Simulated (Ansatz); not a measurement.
Response to strain in SnO

The reference is SnO (space group P4/nmm, No. 129; layered, stacked along the Cartesian z axis).

```xyz
4
Lattice="3.8371 0.0000 0.0000 0.0000 3.8371 0.0000 0.0000 0.0000 4.7588" Properties=species:S:1:pos:R:3 pbc="T T T"
Sn     1.9185     0.0000     3.6004
Sn     0.0000     1.9185     1.1584
O      1.9185     1.9185     0.0000
O      0.0000     0.0000     0.0000
```

Strains are applied to the cell and any free atomic positions relax.

The values are results of Ansatz (a first-principles code), PBE-D3(BJ), PAW, cutoff 420 eV, no spin-orbit coupling, not measurements.

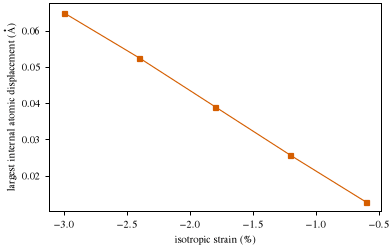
Fig. 1. Largest internal atomic displacement against isotropic strain

```csv
isotropic strain (%),largest internal atomic displacement
-3,0.065 Å
-2.4,0.052 Å
-1.8,0.039 Å
-1.2,0.026 Å
-0.6,0.013 Å
```

Stability against distortions was not tested. The final runs are not spin-polarised.
